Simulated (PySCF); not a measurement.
# C2H6N2Si2: NMR shifts at several levels of theory, part 1 of 2

How much do the NMR shifts of C2H6N2Si2 (`N#C/C=N\[SiH2][SiH3]`) depend on the level of theory, and what does each level cost?

Programs: PySCF 2.14.0, with density-fitted response routines of our own. Each step states its level of theory. These are calculated values for one molecule in the gas phase, unless marked as measured. Atoms are numbered from 0 throughout.

## Step 1: Starting geometry

12 atoms, charge 0, multiplicity 1; geometry from: PBE0-D3(BJ)/def2-SVP.

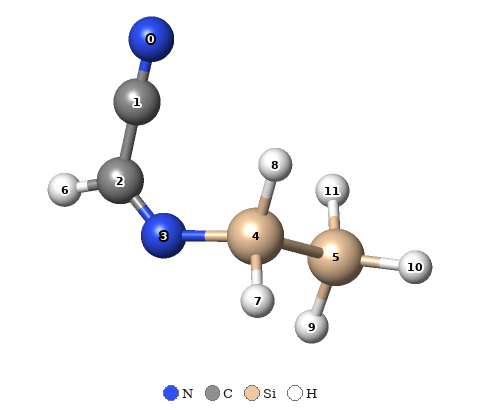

The starting geometry (nitrogen blue, carbon grey, silicon light orange, hydrogen white), atoms numbered.

## Step 2: Shielding tensors: HF/pcSseg-1

What the job is given:

```
{"job": {"kind": "nmr", "xc": "HF", "basis": "pcSseg-1", "pop": false}, "charge": 0, "multiplicity": 1}
N      2.143390     1.465022    -1.783963
C      1.956441     0.850635    -0.819210
C      1.700272     0.080660     0.388371
N      0.751670    -0.740801     0.538729
Si    -0.548398    -1.186061    -0.570873
Si    -2.442995    -0.074663     0.253540
H      2.418849     0.270845     1.205869
H     -0.699725    -2.664726    -0.467521
H     -0.270322    -0.806750    -1.993640
H     -2.639421    -0.413175     1.694554
H     -3.648409    -0.489826    -0.526815
H     -2.245205     1.399774     0.110526
```

Level: GIAO HF/pcSseg-1 NMR shielding, non-relativistic, gas phase.

Run with:

```bash
> OMP_NUM_THREADS=1 python probes_run.py task.json out
```

One launch serves the whole session: the jobs run in the order shown.

Standard output:

```text
final grid: 100488 points
cycle   1  E = -765.7508001135  dE =  5.736e-01  |g| = 6.611e-01  |ddm| = 3.157e+00
cycle   2  E = -765.8272070227  dE = -7.641e-02  |g| = 5.515e-01  |ddm| = 8.205e-01
cycle   3  E = -765.8912263639  dE = -6.402e-02  |g| = 9.230e-02  |ddm| = 4.126e-01
cycle   4  E = -765.8947293768  dE = -3.503e-03  |g| = 2.928e-02  |ddm| = 1.416e-01
cycle   5  E = -765.8950947692  dE = -3.654e-04  |g| = 1.063e-02  |ddm| = 5.377e-02
cycle   6  E = -765.8951392584  dE = -4.449e-05  |g| = 4.437e-03  |ddm| = 1.673e-02
cycle   7  E = -765.8951533572  dE = -1.410e-05  |g| = 2.005e-03  |ddm| = 8.628e-03
cycle   8  E = -765.8951561409  dE = -2.784e-06  |g| = 6.992e-04  |ddm| = 4.075e-03
cycle   9  E = -765.8951566085  dE = -4.675e-07  |g| = 2.977e-04  |ddm| = 1.649e-03
cycle  10  E = -765.8951567097  dE = -1.012e-07  |g| = 1.187e-04  |ddm| = 7.716e-04
cycle  11  E = -765.8951567328  dE = -2.308e-08  |g| = 5.077e-05  |ddm| = 3.124e-04
cycle  12  E = -765.8951567372  dE = -4.425e-09  |g| = 1.781e-05  |ddm| = 1.419e-04
cycle  13  E = -765.8951567376  dE = -3.895e-10  |g| = 6.597e-06  |ddm| = 4.819e-05
converged SCF energy = -765.8951567376

GIAO shielding tensors (ppm)
atom      isotropic    diamagn.    paramagn.     s11        s22        s33       span
  0 N      -64.845     336.953    -401.798   -214.816   -206.500    226.781    441.597
  1 C       75.544     265.117    -189.572    -48.729    -35.848    311.211    359.940
  2 C       42.036     247.254    -205.218    -88.450     78.591    135.966    224.416
  3 N     -206.914     331.907    -538.821   -677.721   -255.171    312.150    989.871
  4 Si     434.532     877.800    -443.268    401.298    415.038    487.261     85.963
  5 Si     485.641     877.195    -391.553    481.969    484.259    490.696      8.727
  6 H       23.920      26.660      -2.740     20.671     25.010     26.078      5.407
  7 H       26.752      29.145      -2.393     24.257     24.787     31.211      6.954
  8 H       26.744      30.978      -4.233     23.718     26.226     30.289      6.571
  9 H       28.150      29.245      -1.096     25.175     25.880     33.394      8.218
 10 H       28.322      28.895      -0.573     25.436     25.817     33.712      8.276
 11 H       28.381      30.197      -1.816     25.086     26.774     33.282      8.196
```

Wall time 10 s (1 thread of Arm Neoverse N1, shared host); peak memory 0.88 GiB.

Shifts follow as δ = σ(reference) − σ, with reference shieldings (ppm) from runs at the same level and on the same kind of geometry: 1H TMS 31.69, 13C TMS 190.8, 29Si TMS 393.4, 15N NH3 265.7. The references are single molecules in the gas phase, so shifts against H2O, NH3, PH3, H3PO4 or CFCl3 are not on the usual liquid scales and can be off by tens of ppm. Atoms listed in one row are averaged.

| atoms | environment | σ (ppm) | δ (ppm) |
| --- | --- | --- | --- |
| C2 | C=N carbon | 42.0 | 148.8 |
| C1 | nitrile carbon | 75.5 | 115.3 |
| H6 | hydrogen on a C=N carbon | 23.92 | 7.77 |
| H7, H8 | hydrogen on a silicon bonded to N, Si | 26.75 | 4.94 |
| H9, H10, H11 | hydrogen on a silicon bonded to Si | 28.28 | 3.40 |
| N3 | imine nitrogen | -206.9 | 472.6 |
| N0 | nitrile nitrogen | -64.8 | 330.6 |
| Si4 | silicon bonded to N, Si, 2 H | 434.5 | -41.1 |
| Si5 | silicon bonded to Si, 3 H | 485.6 | -92.2 |

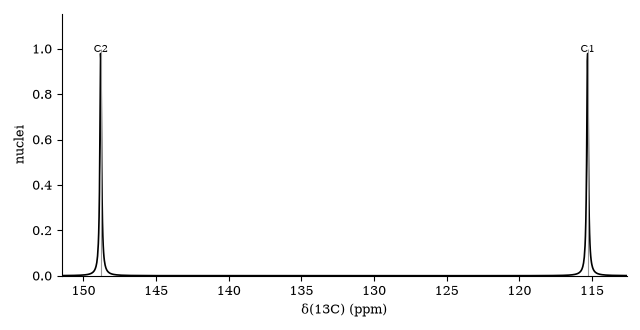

13C lines at the computed shifts, without couplings. Lines are broadened to a width of 0.13 ppm (Lorentzian).

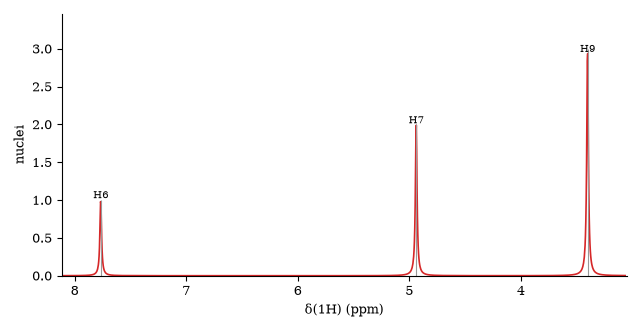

1H lines at the computed shifts, without couplings. Lines are broadened to a width of 0.02 ppm (Lorentzian).

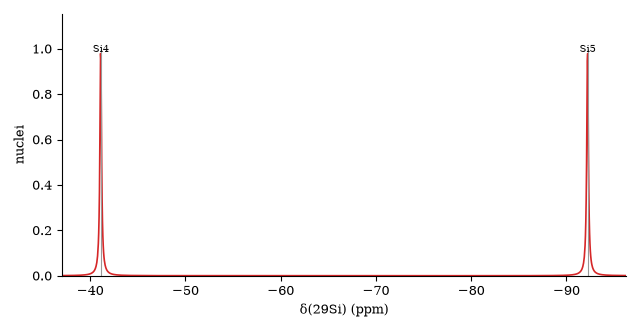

29Si lines at the computed shifts, without couplings. Lines are broadened to a width of 0.20 ppm (Lorentzian).

## Step 3: Nuclear shieldings: LDA/pcSseg-1

Settings changed since step 2:

```diff
@@ -1,2 +1,2 @@
-{"job": {"kind": "nmr", "xc": "HF", "basis": "pcSseg-1", "pop": false}, "charge": 0, "multiplicity": 1}
+{"job": {"kind": "nmr", "xc": "LDA", "basis": "pcSseg-1", "pop": false}, "charge": 0, "multiplicity": 1}
 N      2.143390     1.465022    -1.783963
```

With the program's defaults for keys left out, this is: GIAO LDA/pcSseg-1 NMR shielding, non-relativistic, gas phase.

Standard output:

```text
coarse grid: 11264 points
cycle   1  E = -764.2016332448  dE =  3.760e-01  |g| = 4.959e-01  |ddm| = 3.291e+00
cycle   2  E = -763.8312915523  dE =  3.703e-01  |g| = 1.375e+00  |ddm| = 1.689e+00
cycle   3  E = -764.2520602137  dE = -4.208e-01  |g| = 1.740e-01  |ddm| = 1.198e+00
cycle   4  E = -764.2554253334  dE = -3.365e-03  |g| = 1.227e-01  |ddm| = 2.102e-01
cycle   5  E = -764.2584389142  dE = -3.014e-03  |g| = 4.519e-02  |ddm| = 1.169e-01
cycle   6  E = -764.2589482671  dE = -5.094e-04  |g| = 9.416e-03  |ddm| = 4.974e-02
cycle   7  E = -764.2589751772  dE = -2.691e-05  |g| = 3.242e-03  |ddm| = 1.351e-02
cycle   8  E = -764.2589777313  dE = -2.554e-06  |g| = 4.895e-04  |ddm| = 3.140e-03
final grid: 100488 points
cycle   9  E = -764.3007814890  dE = -1.376e-05  |g| = 1.826e-03  |ddm| = 1.268e-02
cycle  10  E = -764.3007759041  dE =  5.585e-06  |g| = 5.429e-03  |ddm| = 4.998e-03
cycle  11  E = -764.3007821257  dE = -6.222e-06  |g| = 7.176e-04  |ddm| = 3.658e-03
cycle  12  E = -764.3007821865  dE = -6.082e-08  |g| = 4.880e-04  |ddm| = 8.611e-04
cycle  13  E = -764.3007822384  dE = -5.189e-08  |g| = 1.733e-04  |ddm| = 5.018e-04
cycle  14  E = -764.3007822456  dE = -7.194e-09  |g| = 3.076e-05  |ddm| = 1.545e-04
cycle  15  E = -764.3007822459  dE = -2.558e-10  |g| = 5.847e-06  |ddm| = 4.247e-05
converged SCF energy = -764.3007822459

GIAO shielding tensors (ppm)
atom      isotropic    diamagn.    paramagn.     s11        s22        s33       span
  0 N      -64.644     340.804    -405.448   -207.667   -202.239    215.974    423.641
  1 C       64.172     262.985    -198.813    -48.165    -40.569    281.251    329.416
  2 C       25.728     251.484    -225.756    -67.059     33.861    110.383    177.442
  3 N     -204.030     330.098    -534.128   -670.194   -244.047    302.150    972.344
  4 Si     363.389     883.024    -519.635    316.981    329.629    443.558    126.578
  5 Si     433.662     881.971    -448.309    421.956    433.943    445.087     23.131
  6 H       22.607      26.341      -3.734     19.406     23.419     24.996      5.590
  7 H       25.084      28.262      -3.178     22.704     23.337     29.213      6.509
  8 H       24.917      30.094      -5.177     22.169     24.006     28.576      6.407
  9 H       26.850      28.272      -1.423     23.950     24.608     31.992      8.042
 10 H       26.999      27.830      -0.831     24.154     24.548     32.295      8.141
 11 H       27.107      29.343      -2.236     23.769     25.502     32.051      8.282
```

It took 21 s on 1 thread of Arm Neoverse N1, shared host; peak memory 0.73 GiB.

Key values: δ C2 155.0, C1 116.5, N3 475.9, N0 336.6, H6 8.22, H7 5.83 ppm (means over like atoms).

## Step 4: Nuclear shieldings: PBE/pcSseg-1

Settings changed since step 3:

```diff
@@ -1,2 +1,2 @@
-{"job": {"kind": "nmr", "xc": "LDA", "basis": "pcSseg-1", "pop": false}, "charge": 0, "multiplicity": 1}
+{"job": {"kind": "nmr", "xc": "PBE", "basis": "pcSseg-1", "pop": false}, "charge": 0, "multiplicity": 1}
 N      2.143390     1.465022    -1.783963
```

With the program's defaults for keys left out, this is: GIAO PBE/pcSseg-1 NMR shielding, non-relativistic, gas phase.

Standard output:

```text
coarse grid: 11264 points
cycle   1  E = -767.6007398311  dE =  3.916e-01  |g| = 5.162e-01  |ddm| = 3.285e+00
cycle   2  E = -767.2080056615  dE =  3.927e-01  |g| = 1.416e+00  |ddm| = 1.692e+00
cycle   3  E = -767.6545339044  dE = -4.465e-01  |g| = 1.894e-01  |ddm| = 1.220e+00
cycle   4  E = -767.6594048308  dE = -4.871e-03  |g| = 1.229e-01  |ddm| = 2.228e-01
cycle   5  E = -767.6623734400  dE = -2.969e-03  |g| = 4.762e-02  |ddm| = 1.196e-01
cycle   6  E = -767.6629579512  dE = -5.845e-04  |g| = 9.272e-03  |ddm| = 5.299e-02
cycle   7  E = -767.6629845695  dE = -2.662e-05  |g| = 2.887e-03  |ddm| = 1.267e-02
cycle   8  E = -767.6629866403  dE = -2.071e-06  |g| = 4.571e-04  |ddm| = 3.034e-03
final grid: 100488 points
cycle   9  E = -767.7058606854  dE = -1.533e-05  |g| = 7.337e-03  |ddm| = 2.310e-02
cycle  10  E = -767.7058321957  dE =  2.849e-05  |g| = 1.350e-02  |ddm| = 1.944e-02
cycle  11  E = -767.7058675286  dE = -3.533e-05  |g| = 4.829e-03  |ddm| = 1.333e-02
cycle  12  E = -767.7058726843  dE = -5.156e-06  |g| = 9.821e-04  |ddm| = 3.745e-03
cycle  13  E = -767.7058728760  dE = -1.917e-07  |g| = 4.829e-04  |ddm| = 1.144e-03
cycle  14  E = -767.7058729295  dE = -5.343e-08  |g| = 1.150e-04  |ddm| = 4.203e-04
cycle  15  E = -767.7058729328  dE = -3.311e-09  |g| = 1.069e-05  |ddm| = 9.616e-05
cycle  16  E = -767.7058729328  dE = -3.024e-11  |g| = 2.950e-06  |ddm| = 1.755e-05
converged SCF energy = -767.7058729328

GIAO shielding tensors (ppm)
atom      isotropic    diamagn.    paramagn.     s11        s22        s33       span
  0 N      -52.473     340.649    -393.121   -191.612   -187.134    221.327    412.939
  1 C       68.104     262.998    -194.894    -42.254    -34.910    281.477    323.731
  2 C       32.310     250.591    -218.281    -60.737     46.557    111.111    171.848
  3 N     -180.000     330.102    -510.103   -608.375   -225.786    294.160    902.535
  4 Si     380.455     882.503    -502.047    339.627    350.306    451.433    111.806
  5 Si     442.459     881.300    -438.841    433.598    442.415    451.365     17.767
  6 H       23.084      26.858      -3.774     19.979     23.954     25.318      5.339
  7 H       25.744      28.817      -3.073     23.360     24.022     29.850      6.490
  8 H       25.543      30.649      -5.106     22.817     24.678     29.133      6.316
  9 H       27.381      28.871      -1.490     24.572     25.194     32.378      7.806
 10 H       27.512      28.382      -0.870     24.758     25.118     32.660      7.902
 11 H       27.616      29.956      -2.340     24.396     26.058     32.394      7.998
```

Run time: 26 s. Hardware: 1 thread of Arm Neoverse N1, shared host; peak memory 0.74 GiB.

In short: δ C2 147.7, C1 111.9, N3 445.1, N0 317.5, H6 8.11, H7 5.55 ppm (means over like atoms).

## Step 5: NMR shieldings: BLYP/pcSseg-1

Settings changed since step 4:

```diff
@@ -1,2 +1,2 @@
-{"job": {"kind": "nmr", "xc": "PBE", "basis": "pcSseg-1", "pop": false}, "charge": 0, "multiplicity": 1}
+{"job": {"kind": "nmr", "xc": "BLYP", "basis": "pcSseg-1", "pop": false}, "charge": 0, "multiplicity": 1}
 N      2.143390     1.465022    -1.783963
```

Method: GIAO BLYP/pcSseg-1 NMR shielding, non-relativistic, gas phase.

Standard output:

```text
coarse grid: 11264 points
cycle   1  E = -768.0586878797  dE =  3.907e-01  |g| = 5.692e-01  |ddm| = 3.298e+00
cycle   2  E = -767.5869483867  dE =  4.717e-01  |g| = 1.548e+00  |ddm| = 1.893e+00
cycle   3  E = -768.1229412647  dE = -5.360e-01  |g| = 2.113e-01  |ddm| = 1.393e+00
cycle   4  E = -768.1294177252  dE = -6.476e-03  |g| = 1.327e-01  |ddm| = 2.450e-01
cycle   5  E = -768.1327088625  dE = -3.291e-03  |g| = 5.797e-02  |ddm| = 1.349e-01
cycle   6  E = -768.1335592310  dE = -8.504e-04  |g| = 1.095e-02  |ddm| = 6.182e-02
cycle   7  E = -768.1335960787  dE = -3.685e-05  |g| = 3.361e-03  |ddm| = 1.457e-02
cycle   8  E = -768.1335989017  dE = -2.823e-06  |g| = 5.110e-04  |ddm| = 3.512e-03
final grid: 100488 points
cycle   9  E = -768.1798445674  dE = -1.352e-05  |g| = 4.619e-03  |ddm| = 1.819e-02
cycle  10  E = -768.1798305259  dE =  1.404e-05  |g| = 9.310e-03  |ddm| = 1.265e-02
cycle  11  E = -768.1798469950  dE = -1.647e-05  |g| = 3.213e-03  |ddm| = 8.694e-03
cycle  12  E = -768.1798492640  dE = -2.269e-06  |g| = 6.617e-04  |ddm| = 2.435e-03
cycle  13  E = -768.1798493561  dE = -9.202e-08  |g| = 2.893e-04  |ddm| = 7.271e-04
cycle  14  E = -768.1798493746  dE = -1.855e-08  |g| = 7.428e-05  |ddm| = 2.612e-04
cycle  15  E = -768.1798493760  dE = -1.396e-09  |g| = 9.863e-06  |ddm| = 6.814e-05
cycle  16  E = -768.1798493760  dE = -2.933e-11  |g| = 2.353e-06  |ddm| = 1.410e-05
converged SCF energy = -768.1798493760

GIAO shielding tensors (ppm)
atom      isotropic    diamagn.    paramagn.     s11        s22        s33       span
  0 N      -56.643     341.937    -398.580   -197.346   -193.633    221.050    418.396
  1 C       64.822     262.954    -198.133    -47.094    -40.031    281.590    328.684
  2 C       28.681     250.738    -222.057    -66.471     45.827    106.686    173.157
  3 N     -187.975     330.871    -518.846   -617.960   -235.146    289.181    907.141
  4 Si     370.668     882.257    -511.589    330.719    343.163    438.122    107.403
  5 Si     430.039     880.953    -450.913    420.763    429.302    440.054     19.291
  6 H       23.314      27.212      -3.898     20.133     24.214     25.596      5.462
  7 H       26.082      29.090      -3.008     23.743     24.395     30.109      6.366
  8 H       25.870      31.050      -5.180     23.177     25.071     29.361      6.184
  9 H       27.660      29.239      -1.579     24.962     25.542     32.477      7.515
 10 H       27.780      28.610      -0.830     25.141     25.452     32.749      7.608
 11 H       27.893      30.458      -2.565     24.788     26.400     32.491      7.703
```

Run time: 26 s. Hardware: 1 thread of Arm Neoverse N1, shared host; peak memory 0.74 GiB.

This run: δ C2 146.6, C1 110.5, N3 450.5, N0 319.2, H6 8.05, H7 5.39 ppm (means over like atoms).

## Step 6: NMR shieldings: BP86/pcSseg-1

Settings changed since step 5:

```diff
@@ -1,2 +1,2 @@
-{"job": {"kind": "nmr", "xc": "BLYP", "basis": "pcSseg-1", "pop": false}, "charge": 0, "multiplicity": 1}
+{"job": {"kind": "nmr", "xc": "BP86", "basis": "pcSseg-1", "pop": false}, "charge": 0, "multiplicity": 1}
 N      2.143390     1.465022    -1.783963
```

With the program's defaults for keys left out, this is: GIAO BP86/pcSseg-1 NMR shielding, non-relativistic, gas phase.

Standard output:

```text
coarse grid: 11264 points
cycle   1  E = -768.1880332234  dE =  3.924e-01  |g| = 5.226e-01  |ddm| = 3.282e+00
cycle   2  E = -767.7801667714  dE =  4.079e-01  |g| = 1.439e+00  |ddm| = 1.694e+00
cycle   3  E = -768.2438023152  dE = -4.636e-01  |g| = 1.849e-01  |ddm| = 1.223e+00
cycle   4  E = -768.2481486453  dE = -4.346e-03  |g| = 1.250e-01  |ddm| = 2.199e-01
cycle   5  E = -768.2512317580  dE = -3.083e-03  |g| = 4.803e-02  |ddm| = 1.213e-01
cycle   6  E = -768.2518320413  dE = -6.003e-04  |g| = 9.052e-03  |ddm| = 5.350e-02
cycle   7  E = -768.2518576590  dE = -2.562e-05  |g| = 2.809e-03  |ddm| = 1.252e-02
cycle   8  E = -768.2518596730  dE = -2.014e-06  |g| = 4.223e-04  |ddm| = 2.935e-03
final grid: 100488 points
cycle   9  E = -768.2944106928  dE = -1.562e-05  |g| = 3.243e-03  |ddm| = 1.903e-02
cycle  10  E = -768.2944000864  dE =  1.061e-05  |g| = 7.658e-03  |ddm| = 7.444e-03
cycle  11  E = -768.2944119447  dE = -1.186e-05  |g| = 1.822e-03  |ddm| = 5.901e-03
cycle  12  E = -768.2944125646  dE = -6.198e-07  |g| = 8.777e-04  |ddm| = 1.836e-03
cycle  13  E = -768.2944127191  dE = -1.545e-07  |g| = 3.653e-04  |ddm| = 9.102e-04
cycle  14  E = -768.2944127536  dE = -3.451e-08  |g| = 3.557e-05  |ddm| = 3.175e-04
cycle  15  E = -768.2944127539  dE = -2.817e-10  |g| = 1.144e-05  |ddm| = 4.376e-05
converged SCF energy = -768.2944127539

GIAO shielding tensors (ppm)
atom      isotropic    diamagn.    paramagn.     s11        s22        s33       span
  0 N      -51.620     340.435    -392.054   -190.581   -185.971    221.692    412.274
  1 C       68.063     263.108    -195.045    -42.351    -34.966    281.505    323.856
  2 C       32.286     250.791    -218.506    -60.843     46.997    110.703    171.545
  3 N     -178.888     330.199    -509.087   -604.171   -226.013    293.520    897.691
  4 Si     378.749     882.477    -503.728    338.137    349.740    448.369    110.232
  5 Si     439.667     881.243    -441.576    431.016    439.350    448.635     17.620
  6 H       23.179      26.871      -3.692     20.076     24.056     25.406      5.330
  7 H       25.834      28.875      -3.041     23.448     24.114     29.939      6.492
  8 H       25.628      30.728      -5.100     22.887     24.790     29.206      6.319
  9 H       27.452      28.945      -1.493     24.658     25.284     32.414      7.756
 10 H       27.581      28.434      -0.854     24.847     25.199     32.696      7.849
 11 H       27.683      30.047      -2.364     24.484     26.146     32.420      7.935
```

It took 25 s on 1 thread of Arm Neoverse N1, shared host; peak memory 0.74 GiB.

In short: δ C2 147.5, C1 111.7, N3 442.0, N0 314.7, H6 8.09, H7 5.54 ppm (means over like atoms).

## Step 7: NMR shieldings: OPBE/pcSseg-1

Settings changed since step 6:

```diff
@@ -1,2 +1,2 @@
-{"job": {"kind": "nmr", "xc": "BP86", "basis": "pcSseg-1", "pop": false}, "charge": 0, "multiplicity": 1}
+{"job": {"kind": "nmr", "xc": "OPBE", "basis": "pcSseg-1", "pop": false}, "charge": 0, "multiplicity": 1}
 N      2.143390     1.465022    -1.783963
```

Level: GIAO OPBE/pcSseg-1 NMR shielding, non-relativistic, gas phase.

Standard output:

```text
coarse grid: 11264 points
cycle   1  E = -767.9808741818  dE =  3.813e-01  |g| = 4.871e-01  |ddm| = 3.293e+00
cycle   2  E = -767.6230595932  dE =  3.578e-01  |g| = 1.346e+00  |ddm| = 1.536e+00
cycle   3  E = -768.0313658405  dE = -4.083e-01  |g| = 1.674e-01  |ddm| = 1.099e+00
cycle   4  E = -768.0348651119  dE = -3.499e-03  |g| = 1.175e-01  |ddm| = 2.095e-01
cycle   5  E = -768.0376881794  dE = -2.823e-03  |g| = 4.207e-02  |ddm| = 1.116e-01
cycle   6  E = -768.0381633377  dE = -4.752e-04  |g| = 7.644e-03  |ddm| = 4.751e-02
cycle   7  E = -768.0381815990  dE = -1.826e-05  |g| = 2.146e-03  |ddm| = 1.040e-02
cycle   8  E = -768.0381827879  dE = -1.189e-06  |g| = 3.897e-04  |ddm| = 2.465e-03
final grid: 100488 points
cycle   9  E = -768.0547022825  dE = -1.473e-04  |g| = 8.765e-03  |ddm| = 4.592e-02
cycle  10  E = -768.0546986846  dE =  3.598e-06  |g| = 6.461e-03  |ddm| = 1.042e-02
cycle  11  E = -768.0546973067  dE =  1.378e-06  |g| = 6.777e-03  |ddm| = 9.928e-03
cycle  12  E = -768.0547075465  dE = -1.024e-05  |g| = 1.784e-03  |ddm| = 4.974e-03
cycle  13  E = -768.0547082686  dE = -7.221e-07  |g| = 3.617e-04  |ddm| = 1.481e-03
cycle  14  E = -768.0547082935  dE = -2.492e-08  |g| = 1.626e-04  |ddm| = 3.900e-04
cycle  15  E = -768.0547082998  dE = -6.329e-09  |g| = 2.836e-05  |ddm| = 1.670e-04
cycle  16  E = -768.0547083001  dE = -2.406e-10  |g| = 3.145e-06  |ddm| = 3.816e-05
converged SCF energy = -768.0547083001

GIAO shielding tensors (ppm)
atom      isotropic    diamagn.    paramagn.     s11        s22        s33       span
  0 N      -36.418     338.952    -375.370   -170.507   -165.887    227.139    397.646
  1 C       75.580     263.380    -187.800    -31.270    -23.427    281.436    312.706
  2 C       42.520     249.280    -206.759    -47.463     57.538    117.486    164.949
  3 N     -151.727     329.502    -481.229   -549.506   -200.414    294.738    844.244
  4 Si     403.096     882.555    -479.458    366.566    374.054    468.670    102.104
  5 Si     460.186     881.454    -421.268    453.247    459.733    467.578     14.331
  6 H       23.079      26.646      -3.567     20.144     23.932     25.160      5.016
  7 H       25.848      28.779      -2.930     23.430     24.095     30.019      6.589
  8 H       25.655      30.538      -4.883     22.900     24.751     29.313      6.414
  9 H       27.422      28.852      -1.431     24.577     25.214     32.474      7.897
 10 H       27.556      28.457      -0.901     24.779     25.144     32.745      7.967
 11 H       27.633      29.831      -2.198     24.393     26.049     32.457      8.064
```

Wall time 26 s (1 thread of Arm Neoverse N1, shared host); peak memory 0.74 GiB.

This run: δ C2 142.6, C1 109.6, N3 415.8, N0 300.5, H6 8.15, H7 5.48 ppm (means over like atoms).

(Continued in part 2 of 2.)
